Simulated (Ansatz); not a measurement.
## Ag (Fm-3m): Drude plasma energy against volume

The cell of Ag (Fm-3m) is scaled evenly and the response computed anew at each volume, on one mesh.

It takes space group Fm-3m (No. 225, cubic). Conventional cell: a = 4.085 Å, b = 4.085 Å, c = 4.085 Å, α = 90.00°, β = 90.00°, γ = 90.00°. Around Ag on site a lie 12 Ag at 2.89 Å.

Method: Ansatz 0.2.0, PBE, independent particles, k-mesh 18×18×18 with interpolation inside its cells, Gaussian parameter 0.1 eV.

Launch of the response step: `ansatz run input.yaml --threads 4 --pin off --max-ram 8192MiB --backend cpu --events-out ev --progress --plain --runs-dir out`. The series took 69 s in all, on 4 threads of Arm Neoverse V1, on a shared host.

```
V/V₀  V (Å³, primitive cell)  Drude plasma energy (eV)
0.94                   16.03                     9.385
0.96                   16.37                     9.299
0.98                   16.71                     9.217
1.00                   17.05                     9.144
1.02                   17.39                     9.066
1.04                   17.73                     8.991
1.06                   18.07                         ?
```

For small changes the quantity should be close to linear in ln V.

Working, on the rows shown:

| x = ln(V/V₀) | y = Drude plasma energy |
| --- | --- |
| -0.0618754 | 9.385 |
| -0.040822 | 9.299 |
| -0.0202027 | 9.217 |
| 0 | 9.144 |
| 0.0198026 | 9.066 |
| 0.0392207 | 8.991 |

Means: x̄ = -0.010646, ȳ = 9.1837. Σ(x − x̄)(y − ȳ) = -0.02773, Σ(x − x̄)² = 0.007154. Slope = -0.02773 / 0.007154 = -3.876; intercept = ȳ − slope · x̄ = 9.1424. The line misses the rows shown by at most 0.0037 eV.

Task: Fill in the last column of the withheld row.

Result: At x = 0.058269 the line gives y = 8.9166 eV. The run gave 8.920 eV, so the extrapolation is off by 0.0034 eV, 0.7 % of the range in the table.

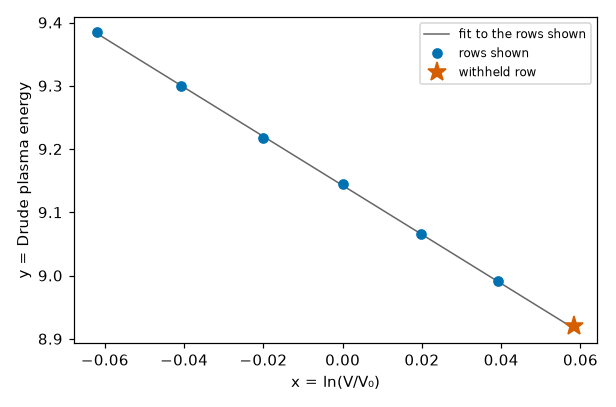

Between the rows on either side of x = 0 the slope is (9.066 − 9.217) / (0.019803 − (-0.020203)) = -3.774. So d ln ωp/d ln V = -0.41; free electrons would give −0.50. The values come from a sum over the points of one k-mesh and carry its error, which is largest for Fermi-surface quantities. Spin-orbit coupling is left out.

[Logs are printed without paths, hosts, clocks, repeated set-up lines and the standing remarks that a program may print on its own settings, such as how far it seeks lower states.]
